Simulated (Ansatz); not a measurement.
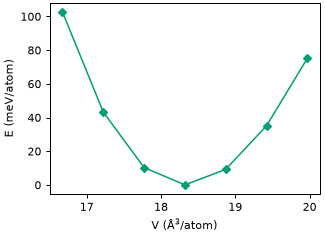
*ZrPt in space group Cmcm (No. 63; Zr on 4c, Pt on 4c) under volume change, LDA (plane waves, PAW; program Ansatz), shape and atoms relaxed at each volume.*

Task: What does a third-order Birch–Murnaghan fit give for V₀, B₀ and B′?

Result: V₀ = 18.32 Å³/atom, B₀ = 188 GPa, B′ = 4.1.

The workflow started from a Materials Project entry (that database holds measured and hypothetical structures alike); the Crystallography Open Database copy checked does not list it. COD files the formula under space group No. 221, so this cell is another polymorph or a model. Whether it is the stable phase at ambient conditions was not checked. The cell was relaxed with LDA under the symmetry of its start; of distortions, only those at the zone centre were tested. No spin polarisation was allowed. Spin–orbit coupling is left out wherever it is not named.

Potentials: the later of the program's two PAW sets.
